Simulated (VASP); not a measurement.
Band structure of CuI (zinc blende). Calculation: modified Becke-Johnson potential (mBJ), VASP's PBE PAW potentials (set 64) (plane waves; VASP 6.6.1).

mBJ is a potential without an energy functional, so only the levels count. Unless said otherwise, spin-orbit coupling is left out, though it shifts the bands of the heavy elements here.

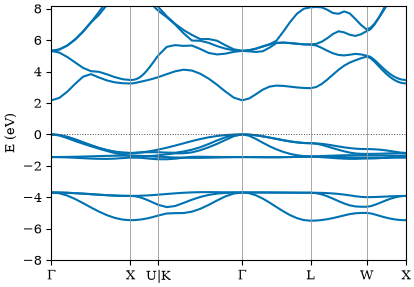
Fig. 1. Bands along high-symmetry lines, zero at the valence-band maximum or, without a gap, the Fermi level

Problem. Read the plot: is there a gap, and where are the band edges?

Solution. The gap is direct, 2.17 eV, from the valence maximum at Γ to the conduction minimum at Γ.

Measured: gap 3.12 eV (computed value off by -0.95 eV), as given by Abedi et al., (2022), arXiv:2211.14644.

The compound is CuI in the zinc blende structure. It was relaxed first. The cell's shape comes from a PBE relaxation.
